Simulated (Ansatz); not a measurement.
# TiHCl3 + HCl: a complex and its separated parts, part 2 of 2

Ansatz 0.2.0, Gaussian basis. The steps go on from the part before.

## 13. CAM-B3LYP-D4/def2-TZVPP

The inputs:

parta/in.yaml

```yaml
crystal:
  periodic: [false, false, false]
  atoms:
    - {symbol: Ti, position_ang: [-0.190867, 1.069410, -0.184917]}
    - {symbol: Cl, position_ang: [-0.908151, 0.208963, -2.034002]}
    - {symbol: Cl, position_ang: [-1.435560, 0.719797, 1.547853]}
    - {symbol: Cl, position_ang: [0.641227, 3.058287, -0.346043]}
    - {symbol: H, position_ang: [1.147806, 0.146687, 0.143791]}
basis:
  gaussian: {orbitals: def2-TZVPP}
hamiltonian: {xc: {name: CAM-B3LYP}, dispersion: d4}
```

partb/in.yaml

```yaml
crystal:
  periodic: [false, false, false]
  atoms:
    - {symbol: Cl, position_ang: [-0.253376, -2.690121, 0.341607]}
    - {symbol: H, position_ang: [0.998823, -2.513022, 0.531710]}
basis:
  gaussian: {orbitals: def2-TZVPP}
hamiltonian: {xc: {name: CAM-B3LYP}, dispersion: d4}
```

One command serves all of them, each in its own folder.

Started as:

```sh
ansatz run in.yaml --threads 8 --pin off --events-out ev --progress --plain --max-ram 19148MiB
```

parta printed (excerpt; [...] marks lines left out):

```text
Functional definition: CAM-B3LYP
  name "CAM-B3LYP"
  cite "Yanai, Tew & Handy, Chem. Phys. Lett. 393, 51 (2004) doi:10.1016/j.cplett.2004.06.011"
  cite "Iikura, Tsuneda, Yanai & Hirao, J. Chem. Phys. 115, 3540 (2001) doi:10.1063/1.1383587"
  cite "Becke, Phys. Rev. A 38, 3098 (1988) doi:10.1103/PhysRevA.38.3098"
  cite "Lee, Yang & Parr, Phys. Rev. B 37, 785 (1988) doi:10.1103/PhysRevB.37.785"
[...]
1493 factors; their error is unknown
237 factors; integrals over basis functions are off by at most 1.5e-5 eV
[...]
mean field -60707.59581482 eV, -2230.9629971083 hartree, gradient 5.1e-5 eV, S^2 0.000000; 0 other end points of the search recorded, 0 dependent functions left out
reference -60707.59594630 eV, -2230.9630019399 hartree; 37, 37 occupied and 167, 167 virtual orbitals, 1493 factors
Total energy: -60707.75718564 eV, -2230.9689273766 hartree
```

partb printed (excerpt; [...] marks lines left out):

```text
[... 6 set-up lines as earlier in the session ...]
[...]
  # Exact exchange under (alpha + beta erf(omega r))/r, Becke's under what is left of 1/r.
[...]
372 factors; their error is unknown
66 factors; integrals over basis functions are off by at most 7.5e-5 eV
[...]
mean field -12539.88293925 eV, -460.8321981796 hartree, gradient 2.6e-5 eV, S^2 0.000000; 0 other end points of the search recorded, 0 dependent functions left out
reference -12539.88301353 eV, -460.8322009091 hartree; 9, 9 occupied and 47, 47 virtual orbitals, 372 factors
Total energy: -12539.88749516 eV, -460.8323656062 hartree
```

Times: 4.2 s (parta), 0.35 s (partb) on 8 threads of Intel Xeon at 2.50GHz, shared host; peak memory 0.61 GiB.

## 14. wB97X-V/def2-TZVPP

The same edit goes into each in.yaml of step 13 (parta, partb):

```diff
-hamiltonian: {xc: {name: CAM-B3LYP}, dispersion: d4}
+hamiltonian: {xc: {name: wB97X-V}}
```

One command serves all of them, each in its own folder.

Started as:

```sh
ansatz run in.yaml --threads 8 --pin off --events-out ev --progress --plain --max-ram 19148MiB
```

Output in parta (excerpt; [...] marks lines left out):

```text
Functional definition: wB97X-V
  name "wB97X-V"
  cite "Mardirossian & Head-Gordon, Phys. Chem. Chem. Phys. 16, 9904 (2014) doi:10.1039/C3CP54374A"
[... 2 set-up lines as earlier in the session ...]
[...]
      + integral(e_c_pw_opposite_spin*poly(b97_u_opposite, cos0, cos1)) + vv10(b, c)
1469 factors; their error is unknown
221 factors; integrals over basis functions are off by at most 2.0e-5 eV
[...]
mean field -60696.57465960 eV, -2230.5579771245 hartree, gradient 9.8e-6 eV, S^2 0.000000; 0 other end points of the search recorded, 0 dependent functions left out
reference -60696.57465745 eV, -2230.5579770453 hartree; 37, 37 occupied and 167, 167 virtual orbitals, 1469 factors
Total energy: -60696.57465745 eV, -2230.5579770453 hartree
```

Log of partb (excerpt; [...] marks lines left out):

```text
[... 5 set-up lines as earlier in the session ...]
[...]
      + integral(e_c_pw_opposite_spin*poly(b97_u_opposite, cos0, cos1)) + vv10(b, c)
369 factors; their error is unknown
62 factors; integrals over basis functions are off by at most 9.0e-5 eV
[...]
mean field -12537.61272721 eV, -460.7487694258 hartree, gradient 5.7e-5 eV, S^2 0.000000; 0 other end points of the search recorded, 0 dependent functions left out
reference -12537.61272626 eV, -460.7487693909 hartree; 9, 9 occupied and 47, 47 virtual orbitals, 369 factors
Total energy: -12537.61272626 eV, -460.7487693909 hartree
```

They took 7.5 s (parta), 0.56 s (partb) on 8 threads of Intel Xeon at 2.50GHz, shared host; peak memory 0.67 GiB.

## 15. wB97M-V/def2-TZVPP

Each input of step 14 (parta, partb) changes in the same lines:

```diff
-hamiltonian: {xc: {name: wB97X-V}}
+hamiltonian: {xc: {name: wB97M-V}}
```

Each run has its own folder and the same command.

Started as:

```sh
ansatz run in.yaml --threads 8 --pin off --events-out ev --progress --plain --max-ram 19148MiB
```

Log of parta (excerpt; [...] marks lines left out):

```text
Functional definition: wB97M-V
  name "wB97M-V"
  cite "Mardirossian & Head-Gordon, J. Chem. Phys. 144, 214110 (2016) doi:10.1063/1.4952647"
[... 2 set-up lines as earlier in the session ...]
  # Of w^i u^j: cxij and so on, Table III.
[...]
  gx(w, u) = 1 - cx + cx01*u + cx10*w
[...]
      + integral(e_c_pw_mod_opposite_spin*gos(b97_w_opposite, b97_u_opposite)) + vv10(b, c)
1453 factors; their error is unknown
221 factors; integrals over basis functions are off by at most 2.0e-5 eV
[...]
mean field -60702.09304337 eV, -2230.7607739872 hartree, gradient 7.8e-5 eV, S^2 0.000000; 0 other end points of the search recorded, 0 dependent functions left out
reference -60702.09309635 eV, -2230.7607759343 hartree; 37, 37 occupied and 167, 167 virtual orbitals, 1453 factors
Total energy: -60702.09309635 eV, -2230.7607759343 hartree
```

Log of partb (excerpt; [...] marks lines left out):

```text
[... 5 set-up lines as earlier in the session ...]
  # Of w^i u^j: cxij and so on, Table III.
[...]
  gx(w, u) = 1 - cx + cx01*u + cx10*w
[...]
      + integral(e_c_pw_mod_opposite_spin*gos(b97_w_opposite, b97_u_opposite)) + vv10(b, c)
369 factors; their error is unknown
62 factors; integrals over basis functions are off by at most 9.0e-5 eV
[...]
mean field -12538.73838862 eV, -460.7901367195 hartree, gradient 5.7e-5 eV, S^2 0.000000; 0 other end points of the search recorded, 0 dependent functions left out
reference -12538.73841166 eV, -460.7901375665 hartree; 9, 9 occupied and 47, 47 virtual orbitals, 369 factors
Total energy: -12538.73841166 eV, -460.7901375665 hartree
```

Times: 8 s (parta), 0.61 s (partb) on 8 threads of Intel Xeon at 2.50GHz, shared host; peak memory 0.69 GiB.

## 16. B2PLYP/def2-TZVPP

The same edit goes into each in.yaml of step 15 (parta, partb):

```diff
-hamiltonian: {xc: {name: wB97M-V}}
+hamiltonian: {xc: {name: B2PLYP}}
```

The same command starts each run, in its folder.

Started as:

```sh
ansatz run in.yaml --threads 8 --pin off --events-out ev --progress --plain --max-ram 19148MiB
```

parta printed (excerpt; [...] marks lines left out):

```text
Functional definition: B2PLYP
  name "B2PLYP"
  cite "Grimme, J. Chem. Phys. 124, 034108 (2006) doi:10.1063/1.2148954"
[... 2 set-up lines as earlier in the session ...]
[...]
1267 factors; integrals over basis functions are off by at most 1.0e-3 eV
[...]
mean field -60681.49678332 eV, -2230.0038753913 hartree, gradient 7.2e-6 eV, S^2 0.000000; 0 other end points of the search recorded, 0 dependent functions left out
20 core orbitals not correlated: weight in the atoms' cores, before any rotation towards them, 1.000 or more for the frozen orbitals, at most 0.000 for the correlated occupied ones
reference -60681.49695295 eV, -2230.0038816252 hartree; 17, 17 occupied and 167, 167 virtual orbitals, 1267 factors
second order -34.72998243 eV of doubles, -0.00000000 eV of singles
Total energy: -60690.87404821 eV, -2230.3484835198 hartree
```

Log of partb (excerpt; [...] marks lines left out):

```text
[... 5 set-up lines as earlier in the session ...]
[...]
322 factors; integrals over basis functions are off by at most 1.4e-3 eV
[...]
mean field -12534.13735365 eV, -460.6210518031 hartree, gradient 9.7e-6 eV, S^2 0.000000; 0 other end points of the search recorded, 0 dependent functions left out
5 core orbitals not correlated: weight in the atoms' cores, before any rotation towards them, 1.000 or more for the frozen orbitals, at most 0.000 for the correlated occupied ones
reference -12534.13745040 eV, -460.6210553589 hartree; 4, 4 occupied and 47, 47 virtual orbitals, 322 factors
second order -6.68493516 eV of doubles, -0.00000000 eV of singles
Total energy: -12535.94238290 eV, -460.6873854046 hartree
```

They took 5.5 s (parta), 0.45 s (partb) on 8 threads of Intel Xeon at 2.50GHz, shared host.

## 17. PBE-QIDH/def2-TZVPP

Each input of step 16 (parta, partb) changes in the same lines:

```diff
-hamiltonian: {xc: {name: B2PLYP}}
+hamiltonian: {xc: {name: PBE-QIDH}}
```

Each run has its own folder and the same command.

Started as:

```sh
ansatz run in.yaml --threads 8 --pin off --events-out ev --progress --plain --max-ram 19148MiB
```

parta printed (excerpt; [...] marks lines left out):

```text
Functional definition: PBE-QIDH
  name "PBE-QIDH"
  cite "Brémond, Sancho-García, Pérez-Jiménez & Adamo, J. Chem. Phys. 141, 031101 (2014) doi:10.1063/1.4890314"
[... 1 set-up line as earlier in the session ...]
[...]
1267 factors; integrals over basis functions are off by at most 1.0e-3 eV
[...]
mean field -60667.37295563 eV, -2229.4848342970 hartree, gradient 8.0e-6 eV, S^2 0.000000; 0 other end points of the search recorded, 0 dependent functions left out
20 core orbitals not correlated: weight in the atoms' cores, before any rotation towards them, 1.000 or more for the frozen orbitals, at most 0.000 for the correlated occupied ones
reference -60667.37296939 eV, -2229.4848348028 hartree; 17, 17 occupied and 167, 167 virtual orbitals, 1267 factors
second order -31.62681542 eV of doubles, -0.00000000 eV of singles
Total energy: -60677.91524120 eV, -2229.8722561459 hartree
```

partb printed (excerpt; [...] marks lines left out):

```text
[... 4 set-up lines as earlier in the session ...]
[...]
322 factors; integrals over basis functions are off by at most 1.4e-3 eV
[...]
mean field -12531.03295174 eV, -460.5069671372 hartree, gradient 2.4e-6 eV, S^2 0.000000; 0 other end points of the search recorded, 0 dependent functions left out
5 core orbitals not correlated: weight in the atoms' cores, before any rotation towards them, 1.000 or more for the frozen orbitals, at most 0.000 for the correlated occupied ones
reference -12531.03295811 eV, -460.5069673713 hartree; 4, 4 occupied and 47, 47 virtual orbitals, 322 factors
second order -6.22516168 eV of doubles, -0.00000000 eV of singles
Total energy: -12533.10801200 eV, -460.5832241953 hartree
```

Times: 5.5 s (parta), 0.46 s (partb) on 8 threads of Intel Xeon at 2.50GHz, shared host.

## 18. RPA on PBE/def2-TZVPP

Each input of step 17 (parta, partb) changes in the same lines:

```diff
-hamiltonian: {xc: {name: PBE-QIDH}}
+hamiltonian: {xc: pbe}
+correlation: {method: rpa}
```

Each run has its own folder and the same command.

Started as:

```sh
ansatz run in.yaml --threads 8 --pin off --events-out ev --progress --plain --max-ram 19148MiB
```

parta printed (excerpt; [...] marks lines left out):

```text
[... 4 set-up lines as earlier in the session ...]
[...]
1267 factors; integrals over basis functions are off by at most 1.0e-3 eV
[...]
mean field -60684.82320192 eV, -2230.1261190201 hartree, gradient 2.6e-6 eV, S^2 0.000000; 0 other end points of the search recorded, 0 dependent functions left out
20 core orbitals not correlated: weight in the atoms' cores, before any rotation towards them, 1.000 or more for the frozen orbitals, at most 0.000 for the correlated occupied ones
reference -60616.07569091 eV, -2227.5996945890 hartree; 17, 17 occupied and 167, 167 virtual orbitals, 1267 factors
Total energy: -60660.04084528 eV, -2229.2153842114 hartree
```

partb printed (excerpt; [...] marks lines left out):

```text
[... 4 set-up lines as earlier in the session ...]
[...]
322 factors; integrals over basis functions are off by at most 1.4e-3 eV
[...]
mean field -12534.30962810 eV, -460.6273827725 hartree, gradient 3.3e-6 eV, S^2 0.000000; 0 other end points of the search recorded, 0 dependent functions left out
5 core orbitals not correlated: weight in the atoms' cores, before any rotation towards them, 1.000 or more for the frozen orbitals, at most 0.000 for the correlated occupied ones
reference -12519.65922978 eV, -460.0889905647 hartree; 4, 4 occupied and 47, 47 virtual orbitals, 322 factors
Total energy: -12529.02200920 eV, -460.4330663619 hartree
```

Times: 4.2 s (parta), 0.45 s (partb) on 8 threads of Intel Xeon at 2.50GHz, shared host.

## 19. CCSD(T)/def2-TZVPP

The same edit goes into each in.yaml of step 18 (parta, partb):

```diff
-hamiltonian: {xc: pbe}
-correlation: {method: rpa}
+correlation: {method: ccsd_t}
```

The same command starts each run, in its folder.

Started as:

```sh
ansatz run in.yaml --threads 8 --pin off --events-out ev --progress --plain --max-ram 19148MiB
```

Log of parta (excerpt; [...] marks lines left out):

```text
Functional definition: HF
  name "HF"
  cite "Fock, Z. Phys. 61, 126 (1930) doi:10.1007/BF01340294"
[... 1 set-up line as earlier in the session ...]
[...]
1267 factors; integrals over basis functions are off by at most 1.0e-3 eV
[...]
mean field -60618.82293541 eV, -2227.7006539622 hartree, gradient 2.0e-6 eV, S^2 0.000000; 0 other end points of the search recorded, 0 dependent functions left out
20 core orbitals not correlated: weight in the atoms' cores, before any rotation towards them, 1.000 or more for the frozen orbitals, at most 0.000 for the correlated occupied ones
reference -60618.82293541 eV, -2227.7006539622 hartree; 17, 17 occupied and 167, 167 virtual orbitals, 1267 factors
second order -27.31665841 eV of doubles, -0.00000000 eV of singles
cycle   1  -27.05107652 eV  change    2.7e-1 eV  update   2.6e-1
[...]
cycle  13  -28.37313464 eV  change   -9.5e-6 eV  update   1.5e-5
perturbative correction -1.63241876 eV, -0.0599902831 hartree
Total energy: -60648.82848881 eV, -2228.8033377113 hartree
```

partb printed (excerpt; [...] marks lines left out):

```text
[... 4 set-up lines as earlier in the session ...]
[...]
322 factors; integrals over basis functions are off by at most 1.4e-3 eV
[...]
mean field -12519.93377936 eV, -460.0990800755 hartree, gradient 2.9e-6 eV, S^2 0.000000; 0 other end points of the search recorded, 0 dependent functions left out
5 core orbitals not correlated: weight in the atoms' cores, before any rotation towards them, 1.000 or more for the frozen orbitals, at most 0.000 for the correlated occupied ones
reference -12519.93377936 eV, -460.0990800755 hartree; 4, 4 occupied and 47, 47 virtual orbitals, 322 factors
second order -5.53926310 eV of doubles, -0.00000000 eV of singles
cycle   1  -5.96028833 eV  change   -4.2e-1 eV  update   3.9e-2
[...]
cycle   7  -6.10183275 eV  change   -5.8e-6 eV  update   7.9e-6
perturbative correction -0.21572453 eV, -0.0079277304 hartree
Total energy: -12526.25133664 eV, -460.3312460233 hartree
```

Times: 24 s (parta), 0.5 s (partb) on 8 threads of Intel Xeon at 2.50GHz, shared host; peak memory 1.7 GiB.

## 20. Vibrations of TiHCl3

The input, vib-parta/in.yaml:

```yaml
crystal:
  periodic: [false, false, false]
  atoms:
    - {symbol: Ti, position_ang: [-0.190867, 1.069410, -0.184917]}
    - {symbol: Cl, position_ang: [-0.908151, 0.208963, -2.034002]}
    - {symbol: Cl, position_ang: [-1.435560, 0.719797, 1.547853]}
    - {symbol: Cl, position_ang: [0.641227, 3.058287, -0.346043]}
    - {symbol: H, position_ang: [1.147806, 0.146687, 0.143791]}
basis:
  gaussian: {orbitals: def2-TZVP}
hamiltonian: {xc: pbe0, dispersion: d4}
phonons: {temperatures: {t_min: 298.15, t_max: 900, t_step: 200}}
```

Started as:

```sh
ansatz run in.yaml --threads 8 --pin off --events-out ev --progress --plain --max-ram 19148MiB
```

Output (excerpt; [...] marks lines left out):

```text
[... 5 set-up lines as earlier in the session ...]
[...]
1314 factors; their error is unknown
[...]
mean field -60687.75939175 eV, -2230.2340220061 hartree, gradient 2.6e-5 eV, S^2 0.000000; 0 other end points of the search recorded, 0 dependent functions left out
[...]
Atom 2 at    -1.435560     0.719797     1.547853 Å, force     0.000044     0.000016    -0.000149 eV/Å
Atom 3 at     0.641227     3.058287    -0.346043 Å, force    -0.000004    -0.000067     0.000009 eV/Å
Atom 4 at     1.147806     0.146687     0.143791 Å, force     0.000427    -0.000225     0.000095 eV/Å
Dipole moment:    -0.026861     0.018515    -0.006596 e Å
Vibrations: 110.65 110.65 114.93 405.67 453.68 453.71 573.00 573.03 1838.36 cm⁻¹, zero-point energy 0.287251 eV
```

Run time: 43 s. Hardware: 8 threads of Intel Xeon at 2.50GHz, shared host.

Wavenumbers and character of the modes:

| mode | wavenumber (cm⁻¹) | character |
| --- | --- | --- |
| 1 | 111 | bend |
| 2 | 111 | bend |
| 3 | 115 | bend |
| 4 | 406 | Ti–Cl stretch |
| 5 | 454 | bend with Ti–Cl stretch |
| 6 | 454 | bend with Ti–Cl stretch |
| 7 | 573 | Ti–Cl stretch with bend |
| 8 | 573 | Ti–Cl stretch with bend |
| 9 | 1838 | Ti–H stretch |

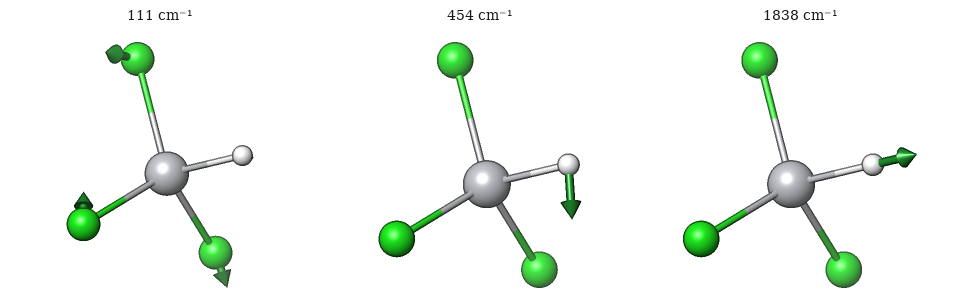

Displacements of 3 modes, as arrows.

Vibrational sums (real modes only):

```csv
T (K),entropy (J/mol/K),heat capacity (J/mol/K)
298,55.3,51.0
498,84.2,61.1
698,105.7,65.8
898,122.6,68.6
```

## 21. Vibrations of HCl

The input, vib-partb/in.yaml:

```yaml
crystal:
  periodic: [false, false, false]
  atoms:
    - {symbol: Cl, position_ang: [-0.253376, -2.690121, 0.341607]}
    - {symbol: H, position_ang: [0.998823, -2.513022, 0.531710]}
basis:
  gaussian: {orbitals: def2-TZVP}
hamiltonian: {xc: pbe0, dispersion: d4}
phonons: {temperatures: {t_min: 298.15, t_max: 900, t_step: 200}}
```

Started as:

```sh
ansatz run in.yaml --threads 8 --pin off --events-out ev --progress --plain --max-ram 19148MiB
```

Output (excerpt; [...] marks lines left out):

```text
[... 5 set-up lines as earlier in the session ...]
[...]
312 factors; their error is unknown
[...]
mean field -12535.31645841 eV, -460.6643831038 hartree, gradient 4.2e-5 eV, S^2 0.000000; 0 other end points of the search recorded, 0 dependent functions left out
[...]
reference -12535.31637407 eV, -460.6643800045 hartree; 9, 9 occupied and 34, 34 virtual orbitals, 312 factors
Total energy: -12535.32105166 eV, -460.6645519027 hartree
Atom 0 at    -0.253376    -2.690121     0.341607 Å, force    -0.000014    -0.000002    -0.000002 eV/Å
Atom 1 at     0.998823    -2.513022     0.531710 Å, force     0.000014     0.000002     0.000002 eV/Å
Dipole moment:     0.257138     0.036367     0.039038 e Å
Vibrations: 2997.00 cm⁻¹, zero-point energy 0.185790 eV
```

Wall time 2.3 s (8 threads of Intel Xeon at 2.50GHz, shared host).

The modes, with what each moves most:

| mode | wavenumber (cm⁻¹) | character |
| --- | --- | --- |
| 1 | 2997 | Cl–H stretch |

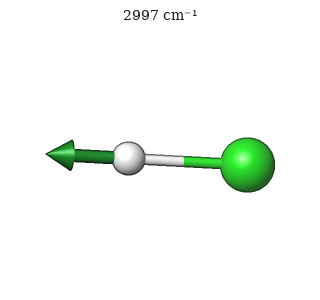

How the atoms move in 1 of the modes.

Vibrational sums (real modes only):

```
T (K)  entropy (J/mol/K)  heat capacity (J/mol/K)
  298                0.0                      0.0
  498                0.0                      0.1
  698                0.1                      0.7
  898                0.4                      1.6
```

## 22. Complex less separated parts

The complex's own energies come from single points at the same levels.

Rows are in def2-TZVPP; times add the 3 runs of a level on a shared host, so small differences are noise.

Differences are taken before rounding.

| method | rung | complex less parts (kJ/mol) | from CCSD(T) (kJ/mol) | time |
| --- | --- | --- | --- | --- |
| SPW92 | LDA | -14.5 | -10.2 | 4.3 s |
| PBE-D4 | GGA | -10.6 | -6.3 | 5.8 s |
| BLYP-D4 | GGA | -9.6 | -5.2 | 6.5 s |
| r2SCAN-D4 | meta-GGA | -8.3 | -3.9 | 11 s |
| B97M-V | meta-GGA | -9.2 | -4.8 | 15 s |
| PBE0-D4 | hybrid | -8.6 | -4.3 | 10 s |
| B3LYP-D4 | hybrid | -8.6 | -4.3 | 9.6 s |
| r2SCAN0-D4 | hybrid | -7.3 | -3.0 | 13 s |
| BHLYP-D4 | hybrid | -8.1 | -3.8 | 8.4 s |
| CAM-B3LYP-D4 | range-separated hybrid | -7.4 | -3.0 | 11 s |
| wB97X-V | range-separated hybrid | -7.5 | -3.1 | 18 s |
| wB97M-V | range-separated hybrid | -8.2 | -3.9 | 21 s |
| B2PLYP | double hybrid | -2.0 | +2.4 | 14 s |
| PBE-QIDH | double hybrid | -4.2 | +0.1 | 15 s |
| RPA on PBE | RPA | -2.7 | +1.7 | 11 s |
| Hartree-Fock | wavefunction | 6.5 | +10.9 |  |
| MP2 | wavefunction | -6.4 | -2.1 |  |
| CCSD | wavefunction | -1.8 | +2.6 |  |
| CCSD(T) | wavefunction | -4.4 | 0 | 3.2 min |

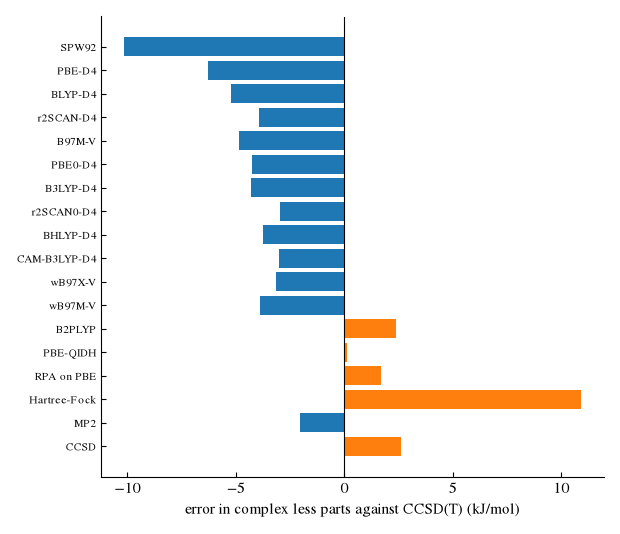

Deviations from CCSD(T), method by method.

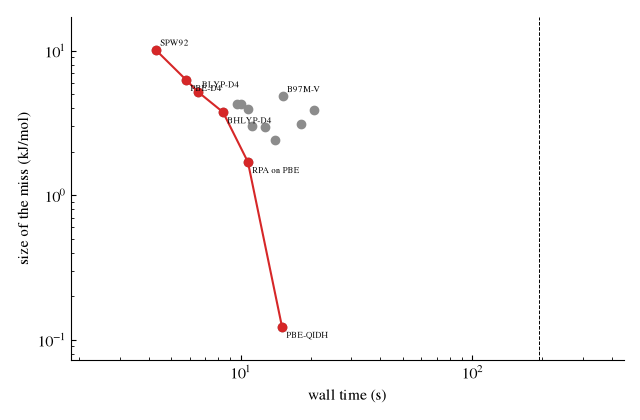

Accuracy for the time spent; red marks the levels that beat every quicker one drawn (of those quicker than the yardstick), and the dashed line is the time of CCSD(T). Only those levels and the largest misses are named. Times are from a shared host.

PBE-QIDH reaches 0.1 kJ/mol from the reference in 15 s, where CCSD(T) took 3.2 min; the quickest level in the cost chart, SPW92, takes 4.3 s and misses by 10.2 kJ/mol.

The complex's zero-point energy, from a separate PBE0-D4 run, is 0.489 eV.

## 23. What came out

This closing draws on all 2 parts.

```
                              quantity        value
complex less parts, CCSD(T)/def2-TZVPP  -4.4 kJ/mol
                with zero-point energy  -2.8 kJ/mol
                 largest T1 diagnostic        0.025
```

**Reading.** At CCSD(T) the complex lies 4.4 kJ/mol below its parts. The functionals run from PBE-QIDH, off by +0.1 kJ/mol, to SPW92, off by -10.2 kJ/mol, against CCSD(T). By rung, the mean size of the error is: LDA 10.2, GGA 5.8, meta-GGA 4.4, hybrid 3.8, range-separated hybrid 3.3, double hybrid 1.3 kJ/mol. PBE-D4 gives a relative energy 6.3 kJ/mol too low, an error of 144 % of the reference. The complex's frequency run has imaginary modes: the structure is no minimum, so both the energy and the zero-point correction are in doubt. No counterpoise was applied, and triple zeta lacks some correlation, so the CCSD(T) reference has a basis error of its own, and close matches with it are partly luck. The restricted Hartree–Fock reference is unstable towards an unrestricted one at one or more of these structures.
